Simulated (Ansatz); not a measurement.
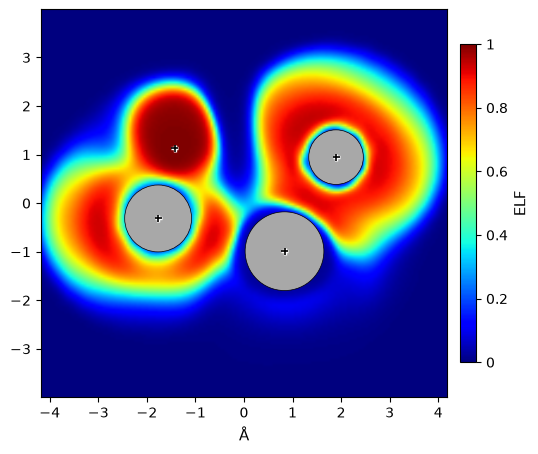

The ELF on a plane through atoms (crosses mark nuclei in the plane; grey discs cover the cores).

Theory: RKS PBE/def2-SVP in Ansatz 0.2.0.

Candidates:
A. AlF2H3SSe
B. ClIn···H2O···HCl

Which candidate gave the map?

Answer. Candidate A: AlF2H3SSe on the plane of atoms S2, Al1 and Se6, which holds Al, S, H and Se. Al–S (2.21 Å): the ELF peaks at about 0.90 in the valence shell of S, 1.0 Å from its nucleus, and is about 0.90 at the midpoint. Al–Se (2.69 Å): the ELF peaks at about 0.90 between the atoms, as expected for a shared but strongly polarised pair.
